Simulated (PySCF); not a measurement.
Consider C$_{3}$H$_{6}$OS.

Input file:

```
{"job": {"kind": "nmr", "xc": "revPBE", "basis": "pcSseg-1", "every": 1, "pop": false}, "charge": 0, "multiplicity": 1}
C      1.761712     0.284757     0.092064
C      0.872375    -0.296066    -0.678051
S     -0.481806    -1.275057     0.091239
C     -1.588912     0.174381    -0.319358
O     -0.235907    -1.001233     1.511471
H      1.687009     0.158014     1.161668
H      2.557733     0.904599    -0.283436
H      0.861296    -0.261524    -1.754966
H     -2.572892    -0.027627     0.094733
H     -1.156860     1.038984     0.167488
H     -1.662002     0.315423    -1.391899
```

Run with:

```sh
OMP_NUM_THREADS=1 python ens_run.py task.json out
```

Geometry: GFN2-xTB, coordinate held.

The calculation used revPBE/pcSseg-1, SCF density, gas phase, non-relativistic in PySCF.

What will maps of the electron density and electron localisation function show?

Answer. C–C (1.31 Å): the density is about 2.3 e/Å³ at the midpoint; the ELF peaks at about 0.90 between the atoms (a multiple bond).
S–O (1.47 Å): ρ is about 2.1 e/Å³ halfway; the ELF peaks at about 0.80 between the atoms (a polar covalent bond).
C–S (1.84 Å): the density is about 1.2 e/Å³ at the midpoint; the ELF peaks at about 0.90 between the atoms: a shared electron pair.
C–H (1.08 Å): ρ is about 2 e/Å³ halfway; the ELF climbs to about 1 towards the hydrogen, as it does in any bond to H; a covalent bond by its length.

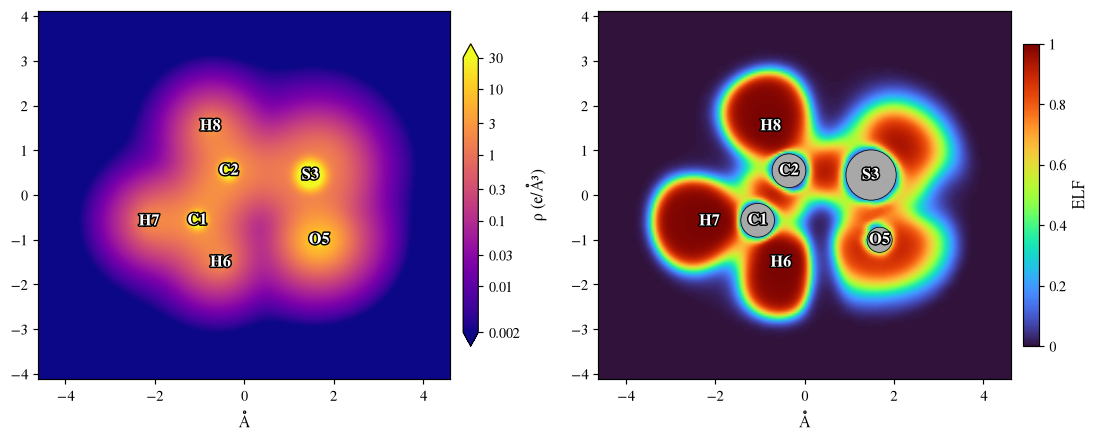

Computed electron density and electron localisation function on the plane of atoms S3, C2 and H8, in this order. Grey discs cover the atomic cores in the ELF map. 
